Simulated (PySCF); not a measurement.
H5NO3Si (SMILES N[Si](O)(O)O)

```yaml
atoms:
  - { symbol: O, position_ang: [-0.4708, -0.9010, -1.3865] }
  - { symbol: Si, position_ang: [0.1732, -0.0119, -0.1432] }
  - { symbol: O, position_ang: [0.8527, 1.3544, -0.7832] }
  - { symbol: O, position_ang: [1.4294, -0.7836, 0.6071] }
  - { symbol: N, position_ang: [-1.0853, 0.2912, 0.9650] }
  - { symbol: H, position_ang: [-0.4805, -1.8516, -1.2460] }
  - { symbol: H, position_ang: [0.2402, 1.9790, -1.1804] }
  - { symbol: H, position_ang: [2.2937, -0.5637, 0.2457] }
  - { symbol: H, position_ang: [-0.9196, 0.6106, 1.9101] }
  - { symbol: H, position_ang: [-1.9975, -0.1268, 0.8433] }
```

Geometry: PBE0-D3(BJ)/def2-SVP.

The calculation used PySCF, PBE0/pcSseg-2, SCF density, gas phase, non-relativistic.

Q: What will maps of the electron density and electron localisation function show?

A: Si–O (1.65 Å): the density is about 1.2 e/Å³ at the midpoint; the ELF peaks at about 0.85 between the atoms; a polar covalent bond.
O–H (0.96 Å): the density is about 3.8 e/Å³ at the midpoint; the ELF climbs to about 1 towards the hydrogen, as it does in any bond to H (an ordinary covalent bond to hydrogen).

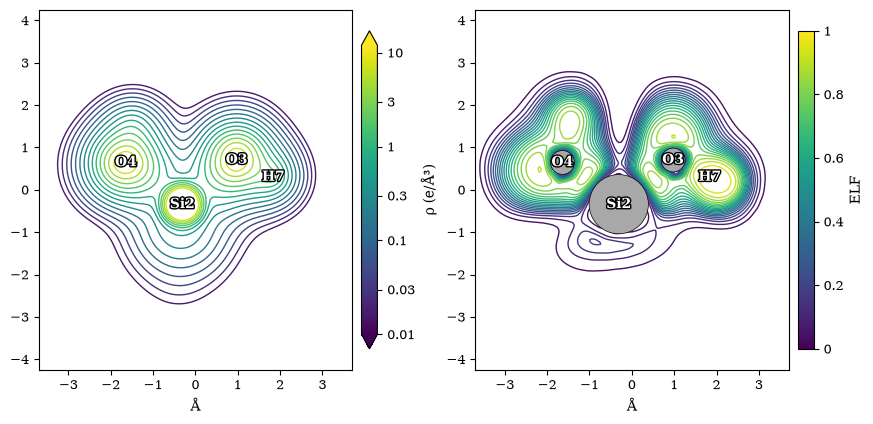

Computed electron density and electron localisation function on the plane of atoms O3, Si2 and O4, in this order. Grey discs cover the atomic cores in the ELF map. 
